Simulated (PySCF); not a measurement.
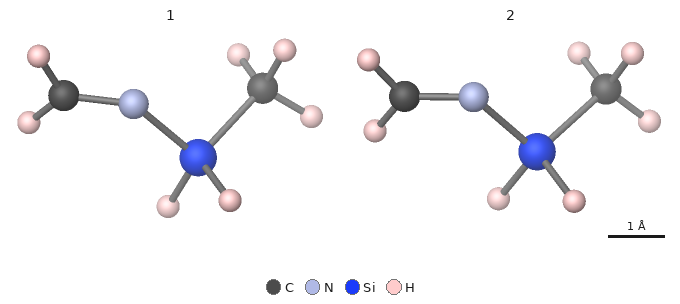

Two geometries of C2H7NSi, drawn at one scale. One is the start of a relaxation, the other its converged end. A ball-and-stick model, seen at a tilt.

The calculation used PBE0-D3(BJ)/def2-SVP geometry optimisation, gas phase in PySCF 2.14.0, density-fitted response routines. 

Q: Which geometry has the lower energy?

A: Structure 2 is the relaxed one. The start comes from GFN2-xTB. Its atoms were then displaced at random by about 0.01 Å. Over 7 geometry steps the energy falls by 18.9 kJ/mol. The atom that moves furthest after the best rigid fit is an H atom (0.23 Å). Largest moves by element: H 0.23 Å, N 0.17 Å, Si 0.12 Å, C 0.07 Å. Near-neighbour distances that change, for instance: C–H 1.061 → 1.113 Å, H–Si 1.453 → 1.493 Å, H–Si 1.468 → 1.505 Å, N–Si 1.736 → 1.760 Å. Bond angles that change, for instance: C–N–Si 134.8° → 125.2°, N–Si–H 101.7° → 106.9°, N–Si–C 103.6° → 108.5°.
